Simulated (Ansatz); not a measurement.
The starting structures come from a database of crystals and need not be the phases stable at ambient conditions.

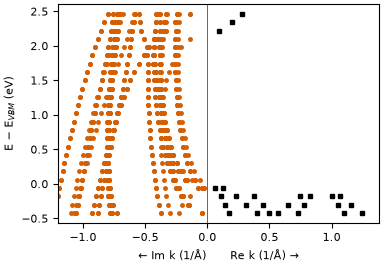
Figure: Complex bands at the centre of the two-dimensional zone; PBEsol (Ansatz, an electronic-structure program)

No gap correction and no spin-orbit coupling; mid-gap values are interpolated between computed energies.

Problem. This is NaYS2 (R-3m, not sure to be the ambient phase, 4 atoms a cell, 22.6 Å³ an atom, -2 GPa at this level) along the normal of (100). Read off the slowest decay at the centre of the two-dimensional zone at 1.14 eV, the computed energy nearest the middle of the gap.

Solution. κ ≈ 0.22 1/Å, a decay length 1/(2κ) of the density of 2.3 Å.
